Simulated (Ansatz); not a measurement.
# One shape, several levels: singlet [CClF2]+

We compute a comparison of 3 runs (r2SCAN0/STO-3G, CCSDT/STO-3G, CCSD(T)/STO-3G) of singlet [CClF2]+. 

Program for the calculation: Ansatz 0.2.0.

67 further runs of the same task are left out: 6 that didn't finish, 61 set aside as unsound or not needed.

**1. The molecule**

[CClF2]+ has 4 atoms, charge +1, and is taken as a singlet. As SMILES of the parent species, `F[C](F)Cl`. Geometry: relaxed at PBE0-D4/def2-TZVP. That shape belongs to the parent species and isn't relaxed for this state.

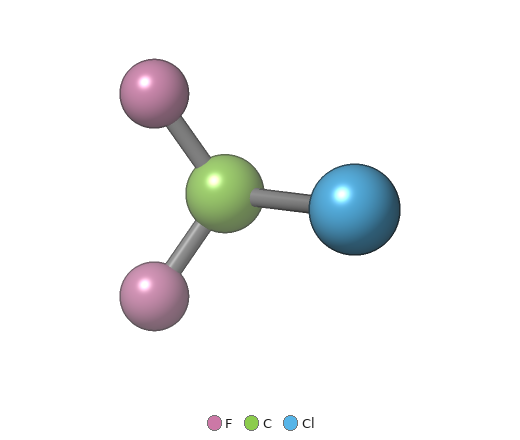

Viewed from a chosen angle; fluorine pink, carbon green, chlorine blue.

**2. A single-point energy at r2SCAN0/STO-3G (run 1)**

Contents of input.yaml:

```yaml
crystal:
  periodic: [false, false, false]
  atoms:
    - {symbol: F, position_ang: [0.026200, 0.169300, 1.294600]}
    - {symbol: C, position_ang: [-0.230600, -0.190200, 0.056400]}
    - {symbol: F, position_ang: [0.573000, -1.160700, -0.318600]}
    - {symbol: Cl, position_ang: [-0.313000, 1.121200, -1.052700]}
basis:
  gaussian: {orbitals: STO-3G}
total_charge: 1
hamiltonian: {xc: {name: r2SCAN0}}
accuracy: high
```

Launch:

```bash
$ ansatz run input.yaml --threads 1 --pin off --max-ram 2610MiB --events-out events.jsonl --progress --plain --runs-dir runs
```

The log of the run:

```text
Warning: RAYON_NUM_THREADS=1 ignored (pool sized by the plan → 1); use --threads N
Functional definition: r2SCAN0
  name "r2SCAN0"
  parameter a = 0.25
  parameter k0 = 0.174
  parameter k1 = 0.065
  parameter a1 = 4.9479
  exchange = (1 - a)*r2scan_x(k0 = k0, k1 = k1, a1 = a1) + a*exact_x
  correlation = r2scan_c
443 factors; integrals over basis functions are off by at most 4.6e-8 eV
mean field evaluation 1: about -18749.0153 eV, gradient 3.9e1 eV
mean field evaluation 2: about -18743.6526 eV, gradient 6.1e1 eV
mean field evaluation 4: about -18753.8079 eV, gradient 1.1e0 eV
mean field evaluation 8: about -18753.8065 eV, gradient 1.6e-3 eV
mean field evaluation 16: about -18753.8065 eV, gradient 1.9e-7 eV
mean field -18753.80652176 eV, -689.1896778881 hartree, gradient 2.0e-8 eV, S^2 0.000000; 0 other end points of the search recorded, 0 dependent functions left out
reference -18753.80652190 eV, -689.1896778933 hartree; 20, 20 occupied and 4, 4 virtual orbitals, 443 factors
Total energy: -18753.80652190 eV, -689.1896778933 hartree
```

It took 2.6 s on 1 thread of Arm Neoverse V2, shared host; peak memory 0.14 GiB.

**3. The energy at CCSDT/STO-3G (run 2)**

Contents of run.yaml:

```yaml
crystal:
  periodic: [false, false, false]
  atoms:
    - {symbol: F, position_ang: [0.026200, 0.169300, 1.294600]}
    - {symbol: C, position_ang: [-0.230600, -0.190200, 0.056400]}
    - {symbol: F, position_ang: [0.573000, -1.160700, -0.318600]}
    - {symbol: Cl, position_ang: [-0.313000, 1.121200, -1.052700]}
basis:
  gaussian: {orbitals: STO-3G}
total_charge: 1
correlation: {method: ccsdt, frozen_orbitals: {C: 1, Cl: 5, F: 1}}
accuracy: high
scf: {omitted_lower_state_checks: [cluster_reference, increment]}
```

Launch:

```bash
$ ansatz run run.yaml --threads 1 --pin off --max-ram 2610MiB --events-out events.jsonl --progress --plain --runs-dir runs
```

The log of the run, shortened:

```text
Warning: RAYON_NUM_THREADS=1 ignored (pool sized by the plan → 1); use --threads N
Functional definition: HF
  name "HF"
[...]
443 factors; integrals over basis functions are off by at most 4.6e-8 eV
[...]
mean field -18713.35407591 eV, -687.7030779227 hartree, gradient 2.6e-8 eV, S^2 0.000000; 0 other end points of the search recorded, 0 dependent functions left out
8 core orbitals not correlated: weight in the atoms' cores, before any rotation towards them, 1.000 or more for the frozen orbitals, at most 0.000 for the correlated occupied ones
reference -18713.35407591 eV, -687.7030779227 hartree; 12, 12 occupied and 4, 4 virtual orbitals, 443 factors
second order -3.92288012 eV of doubles, -0.00000000 eV of singles
cycle   1  -4.04359648 eV  change   -1.2e-1 eV  update   1.4e-1
[...]
cycle  29  -4.87479716 eV  change    1.5e-9 eV  update   1.6e-9
Total energy: -18718.22887307 eV, -687.8822234142 hartree
Checks for a lower state left out: cluster_reference, increment
```

It took 0.48 s on 1 thread of Arm Neoverse V2, shared host.

**4. The energy at CCSD(T)/STO-3G (run 3)**

Contents of run.yaml:

```yaml
basis:
  gaussian:
    orbitals: STO-3G
crystal:
  periodic: [false, false, false]
  atoms:
    - {symbol: F, position_ang: [0.026200, 0.169300, 1.294600]}
    - {symbol: C, position_ang: [-0.230600, -0.190200, 0.056400]}
    - {symbol: F, position_ang: [0.573000, -1.160700, -0.318600]}
    - {symbol: Cl, position_ang: [-0.313000, 1.121200, -1.052700]}
total_charge: 1
correlation:
  method: ccsd_t
  frozen_orbitals: {C: 1, Cl: 5, F: 1}
accuracy: high
scf:
  omitted_lower_state_checks: [cluster_reference, increment]
```

Launch:

```bash
$ ansatz run run.yaml --threads 1 --pin off --max-ram 2610MiB --events-out events.jsonl --progress --plain --runs-dir runs
```

The log of the run, shortened:

```text
Warning: RAYON_NUM_THREADS=1 ignored (pool sized by the plan → 1); use --threads N
[... 2 set-up lines as earlier in the session ...]
[...]
443 factors; integrals over basis functions are off by at most 4.6e-8 eV
[...]
mean field -18713.35407591 eV, -687.7030779227 hartree, gradient 2.6e-8 eV, S^2 0.000000; 0 other end points of the search recorded, 0 dependent functions left out
8 core orbitals not correlated: weight in the atoms' cores, before any rotation towards them, 1.000 or more for the frozen orbitals, at most 0.000 for the correlated occupied ones
reference -18713.35407591 eV, -687.7030779227 hartree; 12, 12 occupied and 4, 4 virtual orbitals, 443 factors
second order -3.92288012 eV of doubles, -0.00000000 eV of singles
cycle   1  -4.04359652 eV  change   -1.2e-1 eV  update   1.2e-1
[...]
cycle  22  -4.47550621 eV  change   -2.5e-9 eV  update   2.1e-9
perturbative correction -0.35143987 eV, -0.0129151770 hartree
Total energy: -18718.18102199 eV, -687.8804649195 hartree
Checks for a lower state left out: cluster_reference, increment
```

Run time: 0.2 s. Hardware: 1 thread of Arm Neoverse V2, shared host.

**5. The series**

| run | level | frozen core orbitals | energy (Eh) | wall time |
| --- | --- | --- | --- | --- |
| 1 | r2SCAN0/STO-3G | – | -689.189678 | 2.6 s |
| 2 | CCSDT/STO-3G | 8 | -687.882223 | 0.48 s |
| 3 | CCSD(T)/STO-3G | 8 | -687.880465 | 0.2 s |

**6. Results**

```
                                          quantity          value
                               run 3: total energy  -687.88046 Eh
run 3: correlation energy (8 core orbitals frozen)     -177.4 mEh
                             run 3: (T) correction     -12.92 mEh
                              run 3: T1 diagnostic          0.022
```

In runs 1, 2, 3 the basis is minimal, so the values are rough. All runs together took 3.3 s, the longest 2.6 s.
